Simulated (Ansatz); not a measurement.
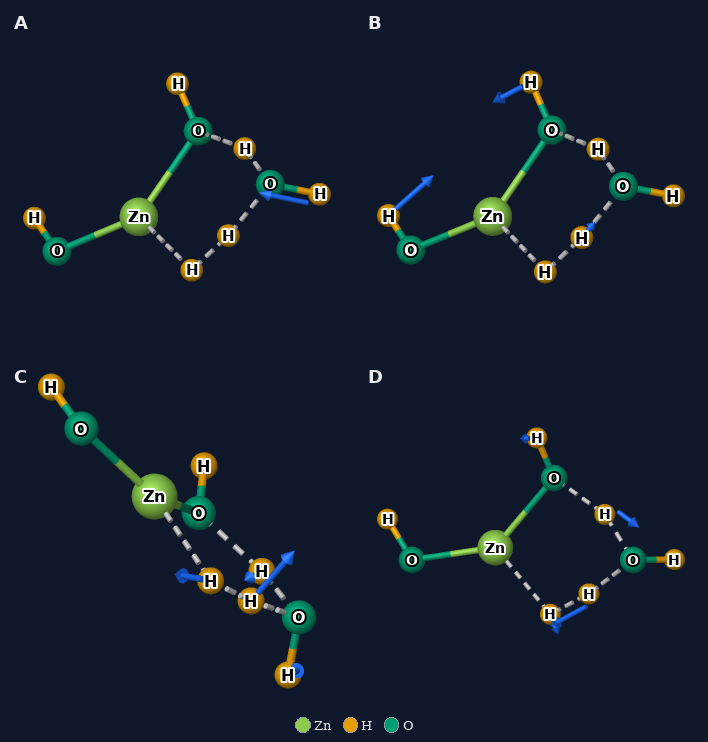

4 normal modes of one molecule or complex, as arrows. Broken sticks mark bonds that form or break. Harmonic vibrations computed with RKS PBE0-D4/def2-TZVP (Ansatz 0.2.0) at a stationary point of the same level. It is a saddle point of order 1.

Match the panels to the wavenumbers 955i cm⁻¹, 786 cm⁻¹, 1354 cm⁻¹, 3871 cm⁻¹.

A: 3871 cm⁻¹
B: 786 cm⁻¹
C: 1354 cm⁻¹
D: 955i cm⁻¹
